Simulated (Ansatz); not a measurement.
Consider CH4ClFGe.

Input

```
crystal:
  periodic: [false, false, false]
  atoms:
    - { symbol: Ge, position_ang: [0.0, 0.0, 0.0] }
    - { symbol: H, position_ang: [0.0, 0.0, 1.55] }
    - { symbol: Cl, position_ang: [2.0935, 0.0, -0.7393] }
    - { symbol: C, position_ang: [-0.9232, 1.5994, -0.6527] }
    - { symbol: H, position_ang: [-1.9758, 1.3458, -0.8971] }
    - { symbol: H, position_ang: [-0.9048, 2.384, 0.1322] }
    - { symbol: H, position_ang: [-0.4128, 1.976, -1.5636] }
    - { symbol: F, position_ang: [-0.7913, -1.3709, -0.5594] }
basis:
  gaussian: { orbitals: def2-SVP }
hamiltonian:
  xc: hf
relax:
  f_tol: 0.02
  max_steps: 40
output:
  orbitals: {}
```

Launched as:

```sh
ansatz run input.yaml --threads 1 --pin off --max-ram 2048MiB --backend cpu --events-out ev --progress --plain --runs-dir out
```

The fields are those of the run's last geometry, not of the input's.

Level of theory: Ansatz 0.2.0, RHF/def2-SVP.

Predict the electron density and electron localisation function between the atoms.

C–Ge (1.93 Å): ρ is about 0.96 e/Å³ halfway; the ELF peaks at about 0.95 between the atoms: a covalent bond.
Ge–Cl (2.16 Å): ρ at the midpoint is about 0.73 e/Å³, with its minimum of 0.65 e/Å³ about 0.9 Å from Ge; the ELF peaks at about 0.85 in the valence shell of Cl, 0.9 Å from its nucleus, and is about 0.70 at the midpoint.
C–H (1.09 Å): ρ is about 2 e/Å³ halfway; the ELF climbs to about 1 towards the hydrogen, as it does in any bond to H: an ordinary covalent bond to hydrogen.

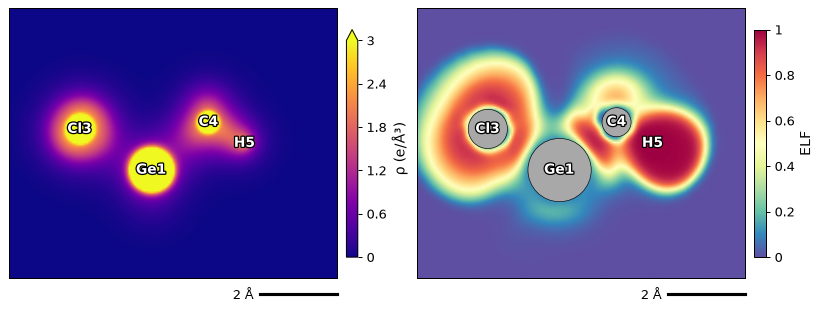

Computed electron density and electron localisation function on the plane of atoms Ge1, C4 and H5, in this order. Grey discs cover the atomic cores in the ELF map. 
